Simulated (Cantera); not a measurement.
Charge: 1 mol Zr, 0.13 mol N₂O, 0.64 mol N₂, held at 0.100 bar.

Equilibrium computed with Cantera from the NASA thermochemical tables; the gas is ideal and each condensed phase is pure. Candidate condensed phases: Zr, ZrN, ZrO₂; 13 gas species. Mutual solubility and eutectic melting of coexisting phases are not modelled. ZrN: taken at fixed stoichiometry. Condensed phases not in the tables: solid solutions among these carbides, nitrides and lower oxides. The numbers say what is thermodynamically allowed, not how fast it happens.

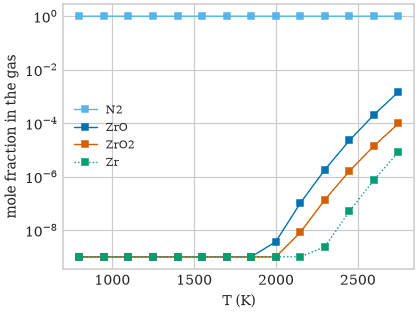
Figure: Equilibrium gas composition (values under 1e-9 drawn at 1e-9)

From 798 K to 1398 K the condensed part is ZrN(s) + ZrO₂(monoclinic). From 1548 K to 2598 K the condensed part is ZrN(s) + ZrO₂(tetragonal). At 2748 K the condensed part is ZrN(s) + ZrO₂(s).
